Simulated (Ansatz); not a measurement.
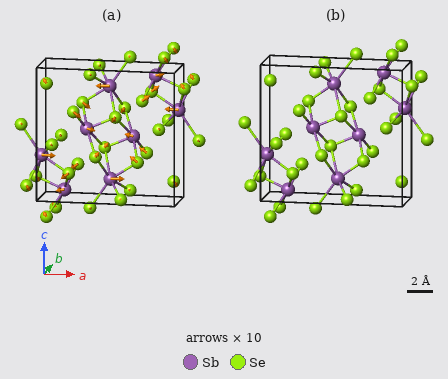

The structure of crystalline Sb2Se3 (built on the database structure type) before (left) and after (right) a relaxation, at one scale. The orange arrows give the displacements (the part carried along by the change of the cell is left out), magnified 10 times.

The picture is a ball-and-stick view of the cell of the calculation, seen slightly off an axis.

All numbers below come from Ansatz 0.2.0, DFT, r2SCAN+rVV10, plane waves, PAW. Set-up: plane-wave cutoff 500 eV; k-point mesh 2 × 6 × 2; occupations fermi dirac; smearing width 0.02 eV; no spin polarisation; cell and atoms relaxed; force threshold 0.005 eV/Å.

Question: Summarise the run.

Answer: After 4 accepted moves (8 points after the start) the energy has fallen by 8.8 meV per atom. The largest force component goes from 0.27 to 0.0031 eV/Å. The pressure goes from 0.45 to 0.00 GPa. The line search rejected the trial steps at points 1, 3, 5 of the run. At 1 point the geometry stayed and the basis and grid were re-selected for the new cell (energy shift of 0.1 meV per atom at most each time). The largest moves relative to the cell, 0.12 Å, are those of Sb atoms. Largest moves by element: Sb 0.12 Å, Se 0.09 Å. Cell: a 11.698 → 12.023 Å (+2.8 %), b unchanged at 3.989 Å, c 11.338 → 11.587 Å (+2.2 %). Volume +5.0 %. Some distances before and after: Sb–Se 3.077 → 3.225 Å, Sb–Se 3.118 → 3.217 Å, Sb–Se 2.730 → 2.672 Å, Sb–Se 2.636 → 2.597 Å. Bond angles that change, for instance: Se–Sb–Se 157.4° → 161.9°, Se–Sb–Se 82.6° → 86.5°, Sb–Se–Sb 79.5° → 76.6°. The space group stays Pnma (No. 62).
